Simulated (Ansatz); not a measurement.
The figure comes from a scan of TiO2 (anatase): volume and axial ratio are varied about the relaxed values (subscript 0). All values below come from r2SCAN (plane waves to 500 eV, PAW, scalar-relativistic; Ansatz, a quantum-chemistry and plane-wave program). k mesh 12×12×12 (Γ-centred), Fermi-Dirac smearing 0.05 eV. Stress and pressure are positive under compression. As the atoms are clamped, bonds stretch with the cell, which overstates energies and stresses. TiO2 is run without spin polarisation. TiO2 was relaxed with its symmetry unable to fall. 

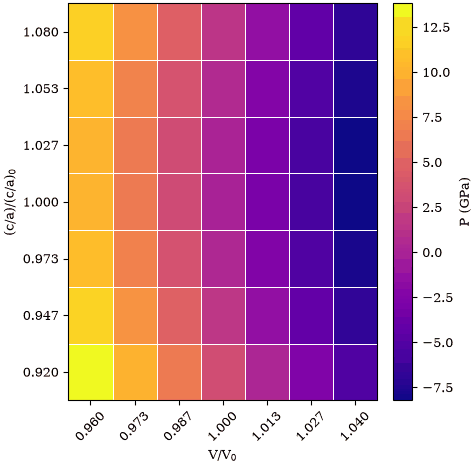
Figure: P (GPa), one tile a computed point.

Problem. List the plotted points as numbers.

Solution. To the nearest 2:

P (GPa), with V/V₀ across and (c/a)/(c/a)₀ down:

```tsv
(c/a)/(c/a)₀ \ V/V₀	0.960	0.973	0.987	1.000	1.013	1.027	1.040
0.920	14	10	6	4	0	-2	-6
0.947	12	8	4	2	-2	-4	-6
0.973	10	8	4	0	-2	-6	-8
1.000	10	6	4	0	-2	-6	-8
1.027	10	6	4	0	-2	-6	-8
1.053	10	8	4	0	-2	-6	-8
1.080	12	8	4	2	-2	-4	-6
```

(Under strain, the slope of the energy per volume gives the stress and its curvature an elastic modulus.)
